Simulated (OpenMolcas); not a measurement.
# Energy and gradient calculation of CuNH₃F (part 1 of 3)

The run: energy and gradient calculation of CuNH₃F, SMILES [NH3+][Cu-][F]. Method and program: M06/6-31G, RKS (OpenMolcas 26.06).

The geometry: force field.

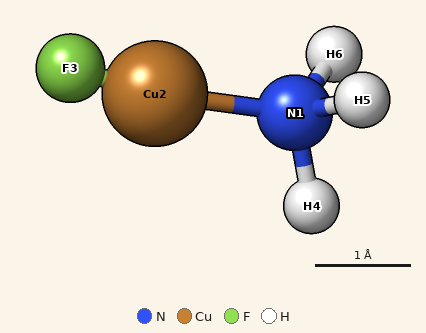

Figure 1. The structure (ball-and-stick view, seen at a tilt; atoms are numbered from 1 in the order of the input). Sticks mark near contacts.

Summary:

```csv
quantity,value
outcome,converged
total energy,−1794.499340 hartree
basis functions,53
largest force,283.851 eV/Å
HOMO,−4.18 eV
LUMO,0.76 eV
dipole moment,2.70 debye
hardware,"1 thread of Arm Neoverse V2, 24 GiB of memory available, shared host"
wall time,8.1 s
peak memory,0.38 GiB
```

Input:
```
* CuFH3N Kohn-Sham DFT
&GATEWAY
Coord
6
angstrom
N       -0.308300       0.263300      -0.160700
Cu       0.778800      -0.716100       0.323100
F        1.377300      -1.289800       0.771400
H       -0.712100      -0.049700      -1.053900
H        0.046700       1.236800      -0.422400
H       -1.140400       0.491400       0.496300
Basis=6-31G
Group=NoSym
&SEWARD
&SCF
KSDFT=M06
PrOrbitals=1
&ALASKA
```

Command:
```bash
export MOLCAS_MEM=1860
pymolcas mol.input > mol.log
```

The program's output:
```
--- Start Module: gateway ---

                                              &GATEWAY

                       available to each process: 1.9 GB of memory, 1 thread

++    Symmetry information:
      ---------------------

                    Character Table for C1

                             E
                    a        1  x, y, xy, Rz, z, xz, Ry, yz, Rx, I
--

++    Basis set information:
      ----------------------

      Basis set label: N.6-31G.........

      Electronic valence basis set:
      ------------------
      Associated Effective Charge   7.000000 au
      Associated Actual Charge      7.000000 au
      Nuclear Model: Point charge

      Shell  nPrim  nBasis  Cartesian Spherical Contaminant
         s      10       3        X
         p       4       2        X

      Basis set label: CU.6-31G.........

      Electronic valence basis set:
      ------------------
      Associated Effective Charge  29.000000 au
      Associated Actual Charge     29.000000 au
      Nuclear Model: Point charge

      Shell  nPrim  nBasis  Cartesian Spherical Contaminant
         s      22       5        X
         p      16       4        X
         d       4       2        X

      Basis set label: F.6-31G.........

      Electronic valence basis set:
      ------------------
      Associated Effective Charge   9.000000 au
      Associated Actual Charge      9.000000 au
      Nuclear Model: Point charge

      Shell  nPrim  nBasis  Cartesian Spherical Contaminant
         s      10       3        X
         p       4       2        X

      Basis set label: H.6-31G.........

      Electronic valence basis set:
      ------------------
      Associated Effective Charge   1.000000 au
      Associated Actual Charge      1.000000 au
      Nuclear Model: Point charge

      Shell  nPrim  nBasis  Cartesian Spherical Contaminant
         s       4       2        X
--

++    Molecular structure info:
      -------------------------

                    ************************************************
                    **** Cartesian Coordinates / bohr, angstrom ****
                    ************************************************

     Center  Label                x              y              z                     x              y              z
        1      N1              -0.582603       0.497565      -0.303679             -0.308300       0.263300      -0.160700
        2      CU2              1.471719      -1.353233       0.610571              0.778800      -0.716100       0.323100
        3      F3               2.602720      -2.437369       1.457735              1.377300      -1.289800       0.771400
        4      H4              -1.345674      -0.093919      -1.991582             -0.712100      -0.049700      -1.053900
        5      H5               0.088250       2.337213      -0.798220              0.046700       1.236800      -0.422400
        6      H6              -2.155044       0.928611       0.937871             -1.140400       0.491400       0.496300

                    ***************************************
                    *    InterNuclear Distances / bohr    *
                    ***************************************

               1 N1            2 CU2           3 F3            4 H4            5 H5            6 H6
    1 N1       0.000000
    2 CU2      2.912308        0.000000
    3 F3       4.675756        1.781067        0.000000
    4 H4       1.944518        4.036678        5.742766        0.000000
    5 H5       2.019634        4.185459        5.848805        3.064418        0.000000
    6 H6       2.049346        4.297365        5.851187        3.206610        3.167103        0.000000

                    *******************************************
                    *    InterNuclear Distances / angstrom    *
                    *******************************************

               1 N1            2 CU2           3 F3            4 H4            5 H5            6 H6
    1 N1       0.000000
    2 CU2      1.541127        0.000000
    3 F3       2.474303        0.942500        0.000000
    4 H4       1.028994        2.136118        3.038941        0.000000
    5 H5       1.068744        2.214850        3.095055        1.621620        0.000000
    6 H6       1.084467        2.274068        3.096315        1.696865        1.675959        0.000000

                    **************************************
                    *    Valence Bond Angles / degree    *
                    **************************************
                          Atom centers                 Phi
                      2 CU2      1 N1       4 H4       110.85
                      2 CU2      1 N1       5 H5       114.93
                      2 CU2      1 N1       6 H6       118.99
                      4 H4       1 N1       5 H5       101.24
                      4 H4       1 N1       6 H6       106.78
                      5 H5       1 N1       6 H6       102.22
                      1 N1       2 CU2      3 F3       169.76

           ***************************************************************
           *              Valence Dihedral Angles / degree               *
           ***************************************************************
                    Atom centers                       Phi1     Phi2     Theta
           3 F3       2 CU2      1 N1       4 H4        169.76   110.85  -139.67
           3 F3       2 CU2      1 N1       5 H5        169.76   114.93   106.31
           3 F3       2 CU2      1 N1       6 H6        169.76   118.99   -15.31
--

            Nuclear Potential Energy            266.66004803 au

--- Stop Module: gateway /rc=_RC_ALL_IS_WELL_ ---

--- Start Module: seward ---

                                              &SEWARD

                       available to each process: 1.9 GB of memory, 1 thread

               SEWARD will generate:
                  Multipole Moment integrals up to order  2
                  Kinetic Energy integrals
                  Nuclear Attraction integrals (point charge)
                  One-Electron Hamiltonian integrals
                  Velocity integrals
                  Orbital angular momentum around (  1.3184  -1.2258   0.6063 )
                  Velocity quadrupole around (  1.3184  -1.2258   0.6063 )
                  Two-Electron Repulsion integrals

                   Integrals are discarded if absolute value <: 1.00E-14
                   Integral cutoff threshold is set to       <: 1.00E-16

            Nuclear Potential Energy            266.66004803 au

      Basis set specifications :
      Symmetry species         a
      Basis functions           53

--- Stop Module: seward /rc=_RC_ALL_IS_WELL_ ---
--- Module seward spent 1 second ---

--- Start Module: scf ---

                                                &SCF

                       available to each process: 1.9 GB of memory, 1 thread

 ###############################################################################
 ###     Minimized-density-differences option turned off!                    ###
 ###############################################################################
++    Input section:
      --------------

      Header of the integral files:

      Cartesian coordinates in angstrom:
      -----------------------------------------------------
      No.  Label        X            Y            Z
      -----------------------------------------------------
       1   N1        -0.30830000   0.26330000  -0.16070000
       2   CU2        0.77880000  -0.71610000   0.32310000
       3   F3         1.37730000  -1.28980000   0.77140000
       4   H4        -0.71210000  -0.04970000  -1.05390000
       5   H5         0.04670000   1.23680000  -0.42240000
       6   H6        -1.14040000   0.49140000   0.49630000
      -----------------------------------------------------
      Nuclear repulsion energy =  266.66004803
--

++    Orbital specifications:
      -----------------------

      Symmetry species               1
                                     a
      Frozen orbitals                0
      Occupied orbitals             24
      Secondary orbitals            29
      Deleted orbitals               0
      Total number of orbitals      53
      Number of basis functions     53
--

      Molecular charge                           0.000

      Numerical integration parameters
      --------------------------------
      Radial quadrature type:                         MHL
      Size of radial grid:                            75
      Lebedev angular grid:                           29
      Angular grid pruned with the crowding factor:  3.00E+00
                                 and fading factor:  6.00E+00
      Screening threshold for integral computation:   1.00E-11
      Radial quadrature accuracy:                     1.00E-25
      Maximum batch size:                             128
      AO values are stored on disk
      The same grid will be used for all iterations.

      DFT functional specifications
      -----------------------------
      Using Libxc version: 6.2.2
      Please cite the following reference:
      S. Lehtola, C. Steigemann, M. J.T. Oliveira, and M. A.L. Marques.,  SoftwareX 7, 1–5 (2018) doi:10.1016/j.softx.2017.11.002

      * Minnesota M06 hybrid exchange functional
        - Y. Zhao and D. G. Truhlar.,  Theor. Chem. Acc. 120, 215 (2008) doi:10.1007/s00214-007-0310-x
      * Minnesota M06 correlation functional
        - Y. Zhao and D. G. Truhlar.,  Theor. Chem. Acc. 120, 215 (2008) doi:10.1007/s00214-007-0310-x

++    Optimization specifications:
      ----------------------------

      SCF Algorithm: Conventional
      D(i)-D(i-1) density differences are used
      Number of density matrices in core                 5
      Maximum number of NDDO SCF iterations            400
      Maximum number of HF SCF iterations              400
      Threshold for SCF energy change             1.00E-09
      Threshold for density matrix                1.00E-04
      Threshold for Fock matrix                   1.50E-04
      Threshold for linear dependence             1.00E-09
      Threshold at which DIIS is turned on        1.50E-01
      Maximum depth in the DIIS procedure                5
      Maximum depth in the BFGS Hessian update          30
      Threshold at which QNR/C2DIIS is turned on  7.50E-02
      Threshold for Norm(delta) (QNR/C2DIIS)      1.00E-03
      All orbitals punched on: SCFORB
--

      Input vectors read from INPORB
      Orbital file label: *Guess orbitals

++ Convergence information
                                   M06        iterations: Energy and convergence statistics

Iter     Tot. M06        One-elec.       Two-elec.     Energy      Max Dij or  Max Fij      DNorm      TNorm      AccCon     Time
         Energy          Energy          Energy        Change      Delta Norm                                                in Sec.

 The total and one-electron energies are shifted by a value of      1000. a.u.

   1  -793.557123616 -2106.918953003  1046.701781355   0.00E+00    6.38E-01*   5.85E-01*    1.19E+01   4.54E+02   None         0.
   2  -777.149672912 -1893.119994183   849.310273238   1.64E+01*   5.90E-01*   9.05E-02*    1.50E+01   4.01E+02   EDIIS        0.
   3  -793.477124290 -2046.637373117   986.500200795  -1.63E+01*   2.70E-01*   1.41E-01*    7.36E+00   4.39E+02   EDIIS        0.
   4  -794.150314257 -2111.680537311  1050.870175022  -6.73E-01*   1.89E-01*   9.45E-02*    3.82E+00   4.54E+02   EDIIS        0.
   5  -794.449058636 -2079.109957436  1018.000850767  -2.99E-01*   1.19E-01*   7.80E-02*    2.12E+00   4.47E+02   EDIIS        0.
   6  -794.451345856 -2097.681701702  1036.570307813  -2.29E-03*   5.91E-02*   3.85E-02*    6.82E-01   4.51E+02   c2DIIS       0.
   7  -794.498641973 -2087.255173396  1026.096483390  -4.73E-02*   4.03E-02*   1.11E-02*    3.17E-01   4.49E+02   QNRc2DIIS    0.
   8  -794.496409004 -2090.469725068  1029.313268031   2.23E-03*   2.85E-02*   2.97E-02*    2.19E-01   4.50E+02   QNRc2DIIS    0.
   9  -794.499236569 -2088.030852473  1026.871567871  -2.83E-03*   5.74E-03*   3.92E-03*    1.58E-01   4.49E+02   QNRc2DIIS    0.
  10  -794.499335725 -2088.194741820  1027.035358062  -9.92E-05*   2.08E-03*   5.31E-04*    3.17E-02   4.49E+02   QNRc2DIIS    0.
  11  -794.499339371 -2088.178052887  1027.018665483  -3.65E-06*   4.38E-04    2.99E-04*    1.64E-02   4.49E+02   QNRc2DIIS    0.
  12  -794.499339797 -2088.167435581  1027.008047751  -4.26E-07*   1.68E-04    4.49E-05     2.96E-03   4.49E+02   QNRc2DIIS    0.
  13  -794.499339799 -2088.169932293  1027.010544462  -2.28E-09*   8.80E-05    5.02E-05     9.51E-04   4.49E+02   QNRc2DIIS    0.
  14  -794.499339821 -2088.169650397  1027.010262543  -2.25E-08*   1.05E-05    2.83E-06     5.58E-04   4.49E+02   QNRc2DIIS    0.
  15  -794.499339821 -2088.169558933  1027.010171079  -8.69E-11    3.10E-06    9.78E-07     6.98E-05   4.49E+02   QNRc2DIIS    0.

       Convergence after  15 Iterations
--

 *****************************************************************************************************************************
 *                                             SCF/KS-DFT Program, Final results                                             *
 *                                                       Final Results                                                       *
 *****************************************************************************************************************************

::    Total KS-DFT energy                           -1794.4993398214
      One-electron energy                           -3088.1695589333
      Two-electron energy                            1027.0101710791
      Nuclear repulsion energy                        266.6600480328
      Kinetic energy (interpolated)                  1804.2110045569
      Virial theorem                                    0.9946172234
      Total spin, S(S+1)                                0.0000000000
      Total spin, S                                     0.0000000000
      Max non-diagonal density matrix element           0.0000032744
      Max non-diagonal Fock matrix element              0.0000003641
```
